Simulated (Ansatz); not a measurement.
# F2H6NOSi···H3Si: what the fields show

The calculation's input:

```
crystal:
  periodic: [false, false, false]
  atoms:
    - {symbol: Si, position_ang: [-1.371451, 0.208919, -0.468700]}
    - {symbol: Si, position_ang: [1.111771, -1.479157, -0.625998]}
    - {symbol: F, position_ang: [-2.690600, 1.079398, -0.753793]}
    - {symbol: F, position_ang: [-1.794510, -0.556557, 0.858656]}
    - {symbol: H, position_ang: [-1.191240, -0.545812, -1.713021]}
    - {symbol: H, position_ang: [0.272387, 1.123503, 1.091202]}
    - {symbol: N, position_ang: [-0.268011, 1.546060, -0.015150]}
    - {symbol: H, position_ang: [0.894578, -0.368721, 1.056799]}
    - {symbol: O, position_ang: [0.864261, 0.410690, 1.850330]}
    - {symbol: H, position_ang: [2.408957, -2.116472, -0.212379]}
    - {symbol: H, position_ang: [0.245485, -2.628381, -1.047476]}
    - {symbol: H, position_ang: [1.456568, -0.804091, -1.930993]}
    - {symbol: H, position_ang: [0.527065, 1.611225, -0.645183]}
    - {symbol: H, position_ang: [-0.739599, 2.446403, 0.019683]}
    - {symbol: H, position_ang: [0.274439, 0.073092, 2.535924]}
basis:
  gaussian: {orbitals: def2-TZVPP}
hamiltonian: {xc: pbe0, dispersion: d4}
output: {orbitals: {seedname: orbitals}}
```

Command:

```sh
ansatz run in.yaml --threads 4 --pin off --events-out ev --progress --plain --max-ram 46080MiB --backend cuda --devices 0, --max-vram 37GiB
```

A transition-state structure; geometry: PBE0-D4/def2-TZVP.

Computed with Ansatz 0.2.0, RKS PBE0-D4/def2-TZVPP.

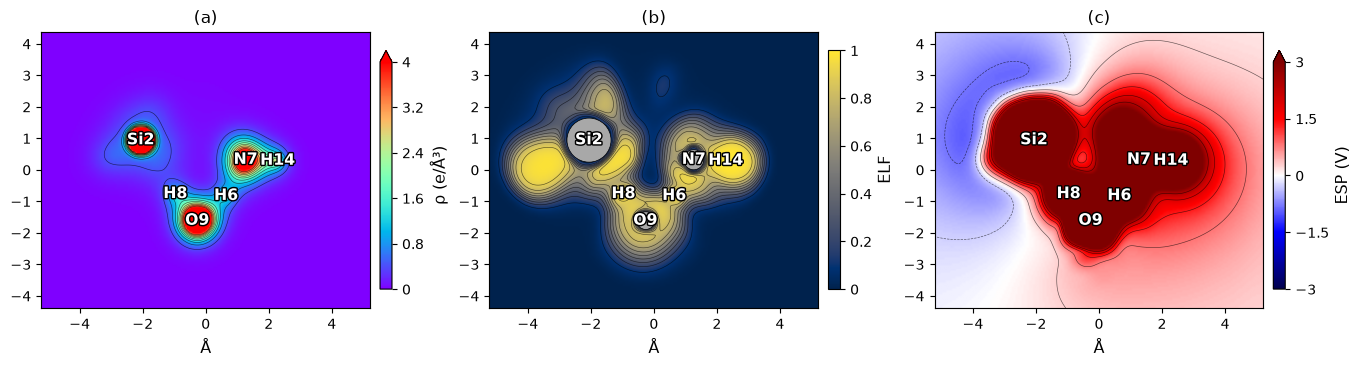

Figure 1. (a) total electron density; (b) electron localisation function; (c) electrostatic potential on the plane of atoms H6, N7 and H14. Grey discs cover the atomic cores in the ELF map.

> What do the fields say about this system?

The section cuts through Si, H, N and O sites. Si2···H8 (2.03 Å): the density falls to about 0.38 e/Å³ on the way; the ELF peaks at about 0.95 between the atoms. N7···H6 (1.30 Å): the density falls to about 1 e/Å³ on the way; the ELF peaks at about 0.90 between the atoms. N–H (1.02 Å): ρ is about 2.9 e/Å³ halfway; the ELF climbs to about 1 towards the hydrogen, as it does in any bond to H; an ordinary covalent bond to hydrogen. Outside the dense part of the complex the potential is most negative (−0.9 V) near H10, which lies off the plane.

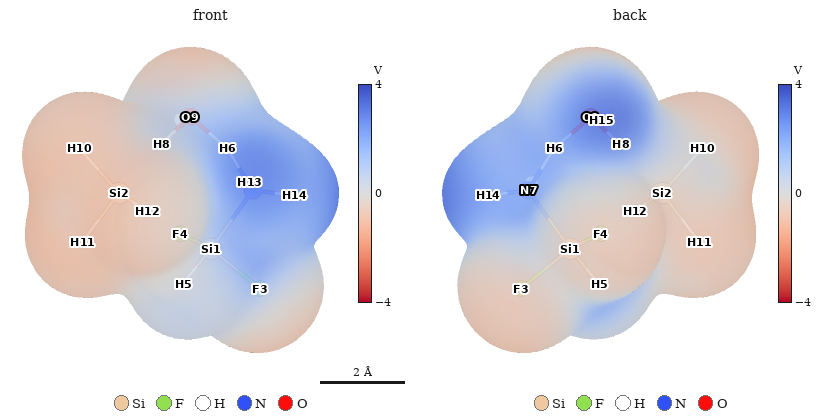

Figure 2. The electrostatic potential painted on the density surface at 0.002 e/bohr³, seen from the front and from behind; the colour scale runs from red (negative) to blue (positive).

> Describe the electrostatic potential map.

The most negative region (about −0.9 V) lies over H10 and H11, the most positive (about +2.9 V) over H15.

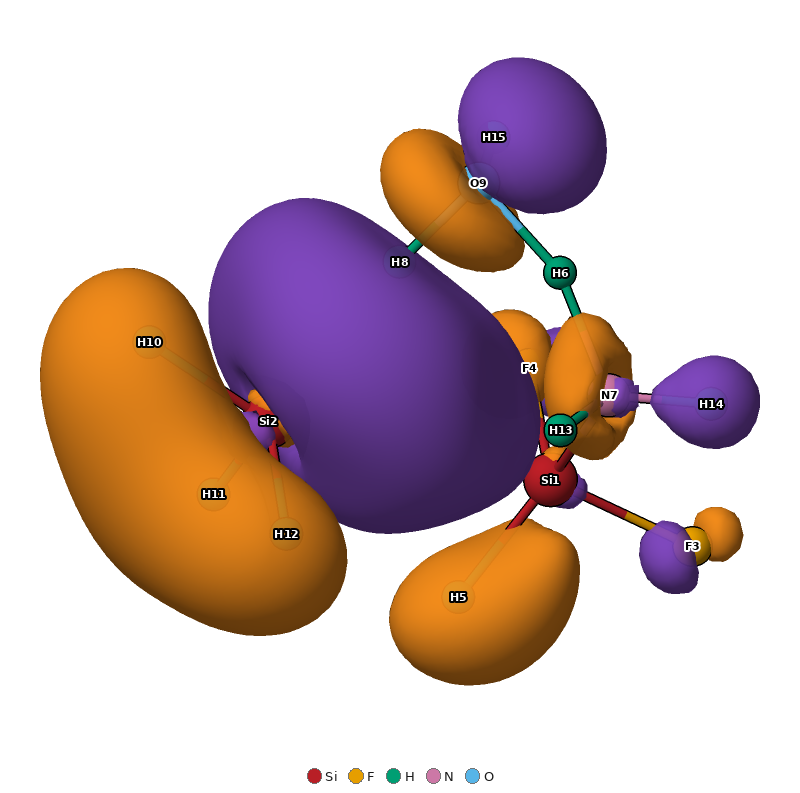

Figure 3. The HOMO at ±0.06 Å⁻³ᐟ² (orange and purple are the two phases), seen at a tilt.

> Describe this orbital and give its energy.

By Hirshfeld shares it lies mainly on Si2 (about 50 %), O9 (about 10 %), H8 (about 10 %) and Si1 (about 10 %). Its energy is −5.88 eV.
